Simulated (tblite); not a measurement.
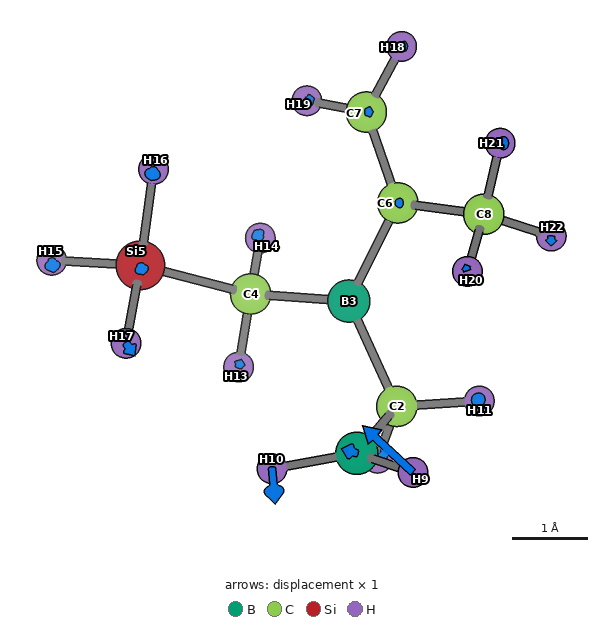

This is a relaxation of C5H14B2Si. The starting structure is drawn; blue arrows show the displacements, at their true length. The two geometries are superimposed by the best rigid fit.

The picture is a ball-and-stick view, seen from a free direction.

Level of theory: tblite, GFN2-xTB geometry optimisation, gas phase. 

### Describe the change and its energy.

The energy falls by 0.225 eV in 115 geometry steps. An H atom moves most after the best rigid fit: 0.95 Å. Largest moves by element: H 0.95 Å, B 0.26 Å, Si 0.21 Å, C 0.13 Å. Among the contacts that change: C–Si 1.857 → 1.911 Å, B–C 1.612 → 1.562 Å, C–H 1.119 → 1.088 Å, B–C 1.581 → 1.593 Å. Bond angles that change, for instance: Si–C–H 110.9° → 106.4°, B–C–H 108.6° → 112.8°, B–C–B 110.9° → 107.2°. Groups turn about B–C by about 35°. The run took 0.62 s on 1 thread of AMD EPYC 9R45 96-Core Processor (shared host).
